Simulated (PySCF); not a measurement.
```yaml
atoms:
  - { symbol: C, position_ang: [-2.7116, 0.4435, -0.1750] }
  - { symbol: C, position_ang: [-1.2221, 0.6194, 0.0827] }
  - { symbol: C, position_ang: [-0.3801, -0.3296, -0.8155] }
  - { symbol: O, position_ang: [-0.7012, -1.6749, -0.5486] }
  - { symbol: C, position_ang: [1.0751, -0.0640, -0.6414] }
  - { symbol: O, position_ang: [1.6268, -0.5568, 0.5174] }
  - { symbol: C, position_ang: [2.9482, -0.1700, 0.7771] }
  - { symbol: H, position_ang: [-2.9839, -0.6025, -0.0608] }
  - { symbol: H, position_ang: [-3.2926, 1.0381, 0.5265] }
  - { symbol: H, position_ang: [-2.9624, 0.7547, -1.1866] }
  - { symbol: H, position_ang: [-0.9210, 1.6490, -0.1165] }
  - { symbol: H, position_ang: [-0.9909, 0.3890, 1.1252] }
  - { symbol: H, position_ang: [-0.6568, -0.1550, -1.8615] }
  - { symbol: H, position_ang: [-0.2540, -1.9154, 0.2713] }
  - { symbol: H, position_ang: [1.5321, 0.8080, -1.0832] }
  - { symbol: H, position_ang: [3.0391, 0.9209, 0.8294] }
  - { symbol: H, position_ang: [3.6285, -0.5422, 0.0033] }
  - { symbol: H, position_ang: [3.2180, -0.6058, 1.7378] }
```

Geometry: GFN2-xTB.

The calculation used UKS B3LYP, pcH-1 on C H O, non-relativistic, mean-field spin-orbit, GIAO in PySCF.

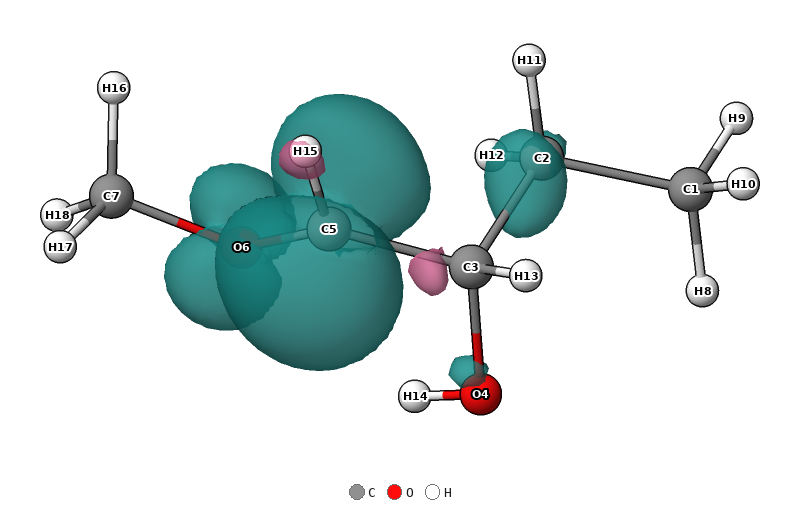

C₅H₁₁O₂ (SMILES CC[C@H](O)[CH]OC) (doublet). Isosurfaces of the spin density (α minus β) at +0.03 (teal) and −0.03 e/Å³ (pink), seen across its widest extent.

Describe the spin distribution.

The unpaired spin (1 electron) lies mostly on C5 (about 0.6) and O6 (about 0.2), in electrons by Hirshfeld's partition.
